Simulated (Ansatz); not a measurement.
Base system: SiC in the wurtzite structure (space group P6_3mc, No. 186; a = 3.0760 Å, c = 5.0478 Å).

It is then changed as follows: a negative pressure, −1 GPa.

The values are results of PBEsol (Ansatz, an electronic-structure program; PAW; 420 eV plane waves; no spin-orbit coupling), not measurements.

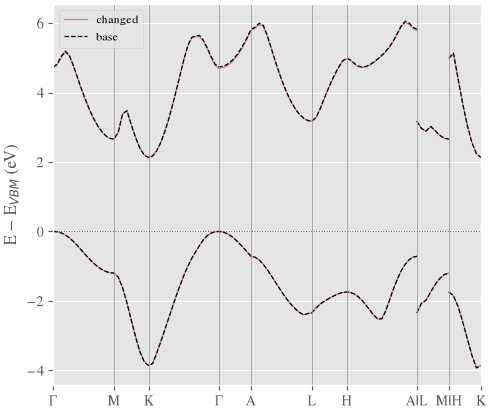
Highest valence and lowest conduction band along the path, each from its own valence-band maximum

The gap is 2.13 eV, indirect, Γ → K; the base has 2.12 eV.

Load acts through the strain it causes; cell and atoms are relaxed under it. No phonon test of stability was made.
